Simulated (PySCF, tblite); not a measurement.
# C2H10BN2P: dynamics, then NMR shifts on frames, part 2 of 2

tblite 0.8.0 and PySCF 2.14.0. Atoms count from 0. Earlier steps stand in the parts before.

### 6 Nuclear shieldings: 800 fs, PBE0/pcSseg-1

The job: settings as JSON, then the geometry in Å.

```
{"job": {"kind": "nmr", "xc": "PBE0", "basis": "pcSseg-1", "pop": false}, "charge": 0, "multiplicity": 1}
C      2.034700     0.100800     0.909600
N      0.701300    -0.473100     0.599100
B     -0.586400    -0.300600     1.174600
P     -0.912800     1.190900     2.267900
N     -1.663200    -1.141800     0.841600
C     -1.633200    -2.399700     0.066400
H      2.406000     0.620600    -0.020700
H      1.858400     0.835300     1.676700
H      2.743200    -0.728300     1.153500
H      0.740900    -1.047300    -0.240400
H     -0.676300     2.092400     1.193500
H     -2.311300     1.155000     1.946100
H     -2.518600    -1.092600     1.358300
H     -1.683100    -3.277200     0.697800
H     -2.503500    -2.322900    -0.587100
H     -0.679700    -2.381200    -0.513800
```

With the program's defaults for keys left out, this is: GIAO PBE0/pcSseg-1 NMR shielding, non-relativistic, gas phase.

What it wrote:

```text
coarse grid: 13208 points
cycle   1  E = -557.4816354180  dE =  4.431e-01  |g| = 4.317e-01  |ddm| = 3.332e+00
cycle   2  E = -557.4664512194  dE =  1.518e-02  |g| = 5.204e-01  |ddm| = 8.739e-01
cycle   3  E = -557.5289992223  dE = -6.255e-02  |g| = 5.826e-02  |ddm| = 4.909e-01
cycle   4  E = -557.5296703799  dE = -6.712e-04  |g| = 2.200e-02  |ddm| = 6.897e-02
cycle   5  E = -557.5297795868  dE = -1.092e-04  |g| = 4.138e-03  |ddm| = 2.169e-02
cycle   6  E = -557.5297837257  dE = -4.139e-06  |g| = 1.584e-03  |ddm| = 6.662e-03
final grid: 121256 points
cycle   7  E = -557.5590265178  dE = -2.755e-05  |g| = 8.769e-03  |ddm| = 2.563e-02
cycle   8  E = -557.5590166857  dE =  9.832e-06  |g| = 1.102e-02  |ddm| = 1.704e-02
cycle   9  E = -557.5590451061  dE = -2.842e-05  |g| = 1.131e-03  |ddm| = 9.451e-03
cycle  10  E = -557.5590453736  dE = -2.676e-07  |g| = 1.870e-04  |ddm| = 8.282e-04
cycle  11  E = -557.5590453799  dE = -6.227e-09  |g| = 9.527e-05  |ddm| = 2.104e-04
cycle  12  E = -557.5590453817  dE = -1.815e-09  |g| = 2.037e-05  |ddm| = 7.215e-05
cycle  13  E = -557.5590453818  dE = -8.868e-11  |g| = 4.142e-06  |ddm| = 1.657e-05
converged SCF energy = -557.5590453818

GIAO shielding tensors (ppm)
atom      isotropic    diamagn.    paramagn.     s11        s22        s33       span
  0 C      146.903     246.095     -99.191    121.556    140.732    178.422     56.866
  1 N      183.150     325.931    -142.781    111.587    208.079    229.786    118.199
  2 B       71.409     199.844    -128.435     50.698     55.156    108.373     57.675
  3 P      564.898     968.590    -403.692    471.279    599.397    624.018    152.739
  4 N      181.315     321.424    -140.109    135.324    188.918    219.704     84.380
  5 C      153.339     247.658     -94.318    128.076    152.628    179.314     51.239
  6 H       27.819      29.415      -1.596     23.088     26.041     34.327     11.239
  7 H       28.650      30.111      -1.461     23.785     29.584     32.582      8.797
  8 H       27.786      27.329       0.456     22.580     26.164     34.613     12.032
  9 H       29.486      36.901      -7.415     20.311     31.797     36.350     16.039
 10 H       29.521      31.164      -1.643     24.658     27.894     36.011     11.353
 11 H       29.884      31.289      -1.405     24.876     28.894     35.884     11.008
 12 H       29.741      34.265      -4.524     20.842     32.255     36.125     15.283
 13 H       29.180      28.369       0.812     24.396     26.958     36.187     11.791
 14 H       28.705      29.572      -0.868     23.111     27.386     35.616     12.505
 15 H       28.145      31.441      -3.296     22.848     29.398     32.189      9.341
```

It took 17 s on 1 thread of Arm Neoverse V1, shared host; peak memory 0.75 GiB.

This run: δ C0 40.0, C5 33.6, N4 86.4, N1 84.6, H8 3.93, H6 3.90 ppm.

### 7 NMR shieldings: 1000 fs, PBE0/pcSseg-1

The job: settings as JSON, then the geometry in Å.

```
{"job": {"kind": "nmr", "xc": "PBE0", "basis": "pcSseg-1", "pop": false}, "charge": 0, "multiplicity": 1}
C      1.782300     0.138600     1.130100
N      0.604900    -0.482000     0.713100
B     -0.669100    -0.130700     1.023100
P     -1.056200     1.559200     1.907600
N     -1.716700    -1.032800     0.754800
C     -1.649500    -2.250100    -0.071800
H      2.465200     0.212800     0.318100
H      1.631700     1.123200     1.636300
H      2.270700    -0.433600     1.939400
H      0.735700    -1.442600     0.336700
H     -0.611300     2.459100     0.955700
H     -2.296600     1.642200     1.422600
H     -2.648700    -0.769500     1.033800
H     -1.760900    -3.130500     0.557900
H     -2.407900    -2.273500    -0.768600
H     -0.687200    -2.266400    -0.555200
```

Level: GIAO PBE0/pcSseg-1 NMR shielding, non-relativistic, gas phase.

What it wrote:

```text
coarse grid: 13208 points
cycle   1  E = -557.4756573364  dE =  6.873e-01  |g| = 4.500e-01  |ddm| = 3.364e+00
cycle   2  E = -557.4636418560  dE =  1.202e-02  |g| = 5.224e-01  |ddm| = 8.977e-01
cycle   3  E = -557.5263218657  dE = -6.268e-02  |g| = 6.132e-02  |ddm| = 5.000e-01
cycle   4  E = -557.5271087094  dE = -7.868e-04  |g| = 2.002e-02  |ddm| = 7.164e-02
cycle   5  E = -557.5271938113  dE = -8.510e-05  |g| = 4.066e-03  |ddm| = 1.982e-02
cycle   6  E = -557.5271978934  dE = -4.082e-06  |g| = 1.290e-03  |ddm| = 6.240e-03
final grid: 121256 points
cycle   7  E = -557.5561695411  dE = -3.533e-05  |g| = 8.501e-03  |ddm| = 2.944e-02
cycle   8  E = -557.5561614893  dE =  8.052e-06  |g| = 1.039e-02  |ddm| = 1.648e-02
cycle   9  E = -557.5561874022  dE = -2.591e-05  |g| = 9.276e-04  |ddm| = 9.157e-03
cycle  10  E = -557.5561875740  dE = -1.718e-07  |g| = 1.738e-04  |ddm| = 6.679e-04
cycle  11  E = -557.5561875799  dE = -5.900e-09  |g| = 6.451e-05  |ddm| = 1.709e-04
cycle  12  E = -557.5561875807  dE = -7.344e-10  |g| = 2.369e-05  |ddm| = 5.202e-05
converged SCF energy = -557.5561875807

GIAO shielding tensors (ppm)
atom      isotropic    diamagn.    paramagn.     s11        s22        s33       span
  0 C      154.540     241.957     -87.417    135.512    140.434    187.673     52.161
  1 N      183.673     322.529    -138.856    108.823    211.097    231.098    122.275
  2 B       73.612     199.383    -125.771     48.856     67.008    104.973     56.117
  3 P      600.221     968.760    -368.539    510.527    636.526    653.609    143.082
  4 N      194.011     323.007    -128.996    148.629    198.738    234.667     86.038
  5 C      160.365     245.056     -84.691    133.093    158.429    189.573     56.480
  6 H       29.346      29.698      -0.352     24.083     27.089     36.868     12.785
  7 H       28.355      28.981      -0.626     23.415     29.647     32.003      8.588
  8 H       28.567      27.087       1.480     23.409     26.280     36.012     12.602
  9 H       28.385      33.781      -5.395     19.221     31.229     34.706     15.486
 10 H       30.505      32.010      -1.504     25.321     28.196     37.999     12.678
 11 H       31.989      33.249      -1.259     26.347     30.025     39.596     13.249
 12 H       30.006      33.747      -3.740     20.769     31.744     37.506     16.737
 13 H       29.264      27.920       1.345     23.899     26.970     36.923     13.025
 14 H       30.536      30.889      -0.353     25.401     28.565     37.641     12.240
 15 H       29.334      32.235      -2.901     24.229     30.131     33.643      9.415
```

It took 16 s on 1 thread of Arm Neoverse V1, shared host; peak memory 0.75 GiB.

This run: δ C0 32.4, C5 26.6, N1 84.1, N4 73.7, H7 3.36, H9 3.33 ppm.

### 8 Comparing the runs: NMR shifts

Shifts (ppm) of some atoms, chosen among heavy atoms and hydrogens apart, with basis size and wall time:

| frame | C0 | C5 | H14 | H11 | N1 | N4 | P3 | functions | time |
| --- | --- | --- | --- | --- | --- | --- | --- | --- | --- |
| 250 fs | 39.5 | 31.3 | 2.58 | 1.05 | 80.5 | 76.2 | -257.6 | 159 | 23 s |
| 425 fs | 33.5 | 27.4 | 2.05 | 0.17 | 85.8 | 84.0 | -270.8 | 159 | 17 s |
| 625 fs | 32.3 | 30.0 | 2.53 | 0.70 | 83.6 | 95.1 | -251.4 | 159 | 17 s |
| 800 fs | 40.0 | 33.6 | 3.01 | 1.83 | 84.6 | 86.4 | -246.5 | 159 | 17 s |
| 1000 fs | 32.4 | 26.6 | 1.18 | -0.27 | 84.1 | 73.7 | -281.8 | 159 | 16 s |

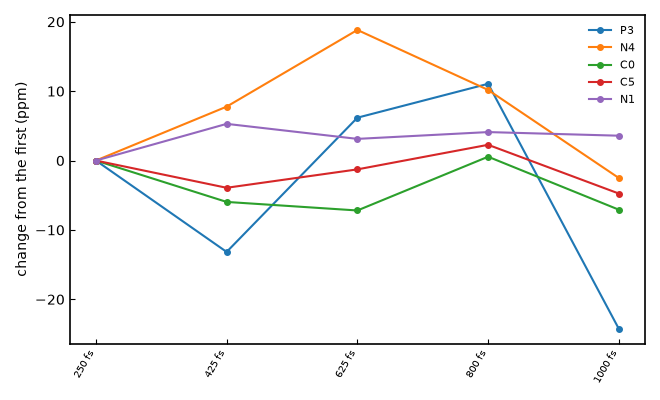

How five of the tabulated atoms move from run to run.

### 9 Outcome

The summary covers parts 1 to 2.

| quantity | value |
| --- | --- |
| thermostat | 200 K |
| mean temperature, second half | 196 K |
| mean potential energy above the minimum | 0.37 eV |
| ¹³C shifts against TMS (PBE0/pcSseg-1, 250 fs) | 39.5, 31.3 ppm |
| ¹H shifts against TMS (PBE0/pcSseg-1, 250 fs) | 3.52, 3.32, 3.25, 3.15, 2.73, 2.61, 2.58, 1.98, 1.74, 1.05 ppm |
| ¹⁵N shifts against NH3 (PBE0/pcSseg-1, 250 fs) | 80.5, 76.2 ppm |
| ¹¹B shifts against BF3·OEt2 (PBE0/pcSseg-1, 250 fs) | 29.4 ppm |
| ³¹P shifts against H3PO4 (PBE0/pcSseg-1, 250 fs) | -257.6 ppm |
| surface potential, 1st and 99th percentile | -1.30 V and 1.48 V |
| range of the shift of P3 | -281.8 to -246.5 ppm |

**Reading.** In the second half the potential energy averages 0.37 eV above the minimum; equipartition over 42 harmonic modes at 200 K would give 0.36 eV. With 16 atoms the temperature swings widely (106 to 302 K). Shifts at one fixed geometry are not the observed spectrum, which averages over the motion. In the first frame run (250 fs): The largest span, 129 ppm, is at P3, where the paramagnetic term is -392 ppm. Across the 5 runs the shift of P3 moves most, between -281.8 (1000 fs) and -246.5 ppm (800 fs).
